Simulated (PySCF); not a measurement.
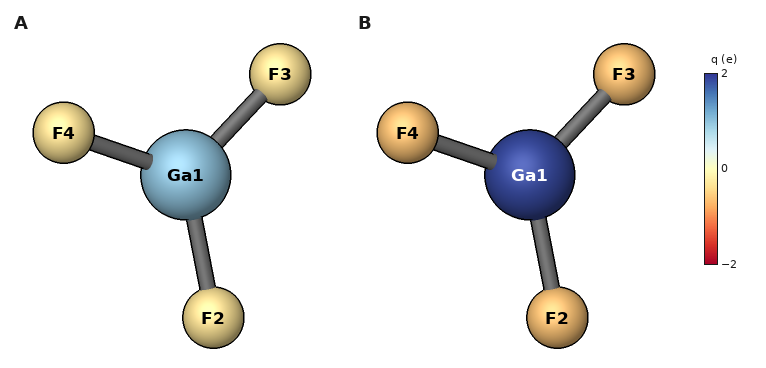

Atomic charges of one calculation by 2 schemes, on one colour scale. The geometry was computed by an optimisation with PBE0/def2-TZVP. Level of theory: PBE0/def2-TZVP (PySCF 2.14.0).

**The schemes are Mulliken, atomic polar tensor. Which panel shows which?**

A Mulliken, B atomic polar tensor.

List the charges (e), one line for each set of equivalent atoms.

```json
{"atom": "Ga1", "Mulliken": "1.00", "atomic polar tensor": "1.86"}
{"atom": "F2, F3, F4", "Mulliken": "−0.33", "atomic polar tensor": "−0.62"}
```
